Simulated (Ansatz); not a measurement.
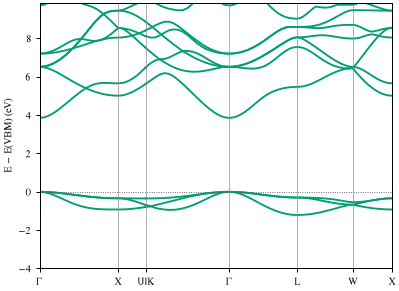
Figure: Band structure from plane-wave PAW PBE (Ansatz code)

**Question.** Read off the gap and where the band edges lie.

**Answer.** About 3.9 eV (3.86 eV by a search for the band edges); maximum at Γ, minimum at Γ.

The material is KI (rock salt, Fm-3m).

The cell was relaxed with PBE under the symmetry of its start. Scalar-relativistic: spin–orbit coupling is off unless named, which matters more the heavier the elements.

Potentials: the later of the program's two PAW sets.
